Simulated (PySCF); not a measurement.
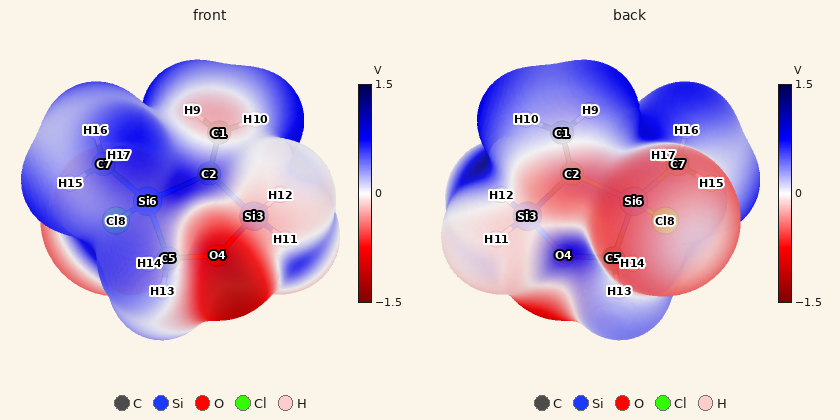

*C4H9ClOSi2. The electrostatic potential painted on the density surface at 0.001 e/bohr³, seen from the front and from behind; red is negative and blue positive.*

Geometry: GFN2-xTB.

The calculation used wB97X-D/def2-SVPD, SCF density, gas phase in PySCF.

```json
{"atom": "C", "x (Å)": "-1.6025", "y (Å)": "-1.7375", "z (Å)": "0.2549"}
{"atom": "C", "x (Å)": "-0.9974", "y (Å)": "-0.6146", "z (Å)": "-0.1108"}
{"atom": "Si", "x (Å)": "-1.8232", "y (Å)": "1.0154", "z (Å)": "-0.6238"}
{"atom": "O", "x (Å)": "-0.5257", "y (Å)": "1.9767", "z (Å)": "-0.8027"}
{"atom": "C", "x (Å)": "0.8010", "y (Å)": "1.4915", "z (Å)": "-0.8379"}
{"atom": "Si", "x (Å)": "0.8671", "y (Å)": "-0.3312", "z (Å)": "-0.2209"}
{"atom": "C", "x (Å)": "1.8106", "y (Å)": "-0.4921", "z (Å)": "1.4206"}
{"atom": "Cl", "x (Å)": "1.7636", "y (Å)": "-1.4888", "z (Å)": "-1.6337"}
{"atom": "H", "x (Å)": "-1.0575", "y (Å)": "-2.6297", "z (Å)": "0.5281"}
{"atom": "H", "x (Å)": "-2.6781", "y (Å)": "-1.8193", "z (Å)": "0.2930"}
{"atom": "H", "x (Å)": "-2.5285", "y (Å)": "0.8609", "z (Å)": "-1.8967"}
{"atom": "H", "x (Å)": "-2.6259", "y (Å)": "1.6210", "z (Å)": "0.4320"}
{"atom": "H", "x (Å)": "1.1695", "y (Å)": "1.5874", "z (Å)": "-1.8644"}
{"atom": "H", "x (Å)": "1.4034", "y (Å)": "2.1625", "z (Å)": "-0.2194"}
{"atom": "H", "x (Å)": "2.8605", "y (Å)": "-0.2428", "z (Å)": "1.2956"}
{"atom": "H", "x (Å)": "1.7585", "y (Å)": "-1.5098", "z (Å)": "1.7946"}
{"atom": "H", "x (Å)": "1.3975", "y (Å)": "0.1623", "z (Å)": "2.1816"}
```

**Which sites attract a positive test charge, and which a negative one?**

A positive charge is drawn to the negative regions and a negative charge to the positive ones. The most negative region (about −1.1 V, or −25 kcal/mol for a unit charge) lies over O4, the most positive (about +1.1 V, or +25 kcal/mol for a unit charge) over Si3. O4 is the likeliest acceptor of a hydrogen bond.
